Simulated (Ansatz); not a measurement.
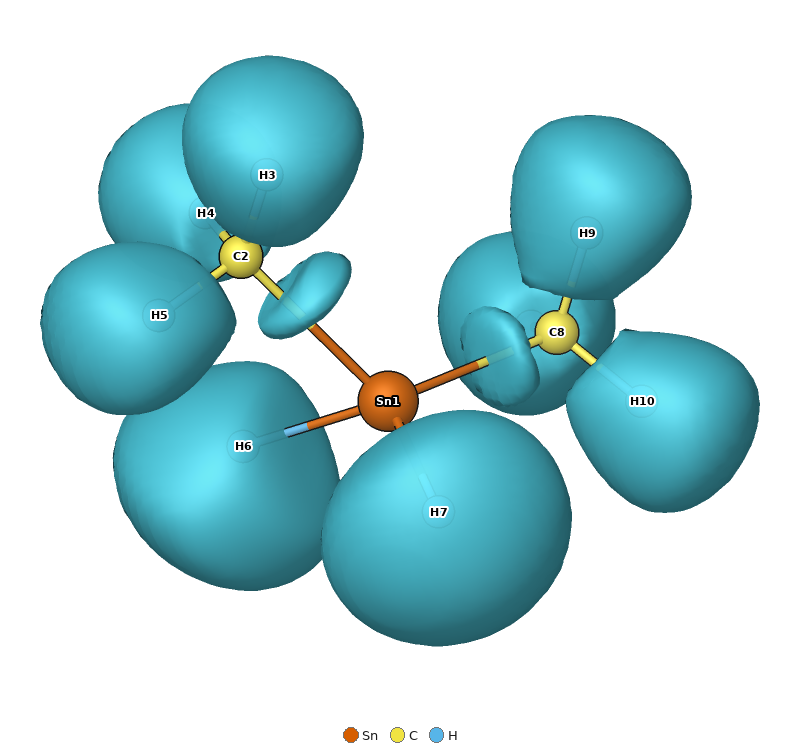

The picture shows: C$_{2}$H$_{8}$Sn. Isosurface of the ELF at 0.8 (cyan), seen at a tilt. Core shells and regions of very low density are left out.

Core potentials replace the inner electrons of Sn; not at a stationary point (largest force 1.5 eV/Å).

All numbers below come from RKS BHLYP-D4/def2-SVP in Ansatz.

The calculation's input:

```
crystal:
  periodic: [false, false, false]
  atoms:
    - { symbol: Sn, position_ang: [0.0, 0.0, 0.0] }
    - { symbol: C, position_ang: [1.4021, 0.0, 1.8859] }
    - { symbol: H, position_ang: [0.4025, -0.3092, 2.2564] }
    - { symbol: H, position_ang: [2.1697, -0.7111, 2.2564] }
    - { symbol: H, position_ang: [1.6341, 1.0203, 2.2564] }
    - { symbol: H, position_ang: [1.889, 0.0, 0.442] }
    - { symbol: H, position_ang: [-0.8195, 1.4198, -0.5794] }
    - { symbol: C, position_ang: [-1.0126, -1.7544, -0.716] }
    - { symbol: H, position_ang: [-1.5123, -2.2661, 0.1329] }
    - { symbol: H, position_ang: [-1.7727, -1.4617, -1.4701] }
    - { symbol: H, position_ang: [-0.2768, -2.4431, -1.1811] }
basis:
  gaussian: { orbitals: def2-SVP }
hamiltonian:
  xc: { name: BHLYP }
  dispersion: d4
relax:
  f_tol: 0.15
  max_steps: 25
  restrain:
    - { distance: [1, 5], at: 2.31, k: 30.0 }
    - { distance: [0, 1], at: 2.15, k: 30.0 }
    - { distance: [0, 5], at: 1.74, k: 30.0 }
output:
  orbitals: {}
```

Run with:

```sh
ansatz run input.yaml --threads 2 --pin off --max-ram 3072MiB --backend cpu --events-out ev --progress --plain --runs-dir out
```

The fields are those of the run's last geometry, not of the input's.

> Describe the localisation domains.

At this value the surface marks out eight regions around hydrogen nuclei and two lobes of the valence shell of C pointing towards Sn (polar bonds). Profiles from the grid: C–Sn (2.14 Å): the ELF peaks at about 0.90 in the valence shell of C, 0.7 Å from its nucleus, and drops to about 0.20 between the two atoms. C–H (1.09 Å): the ELF climbs to about 1 towards the hydrogen, as it does in any bond to H: a covalent bond by its length.
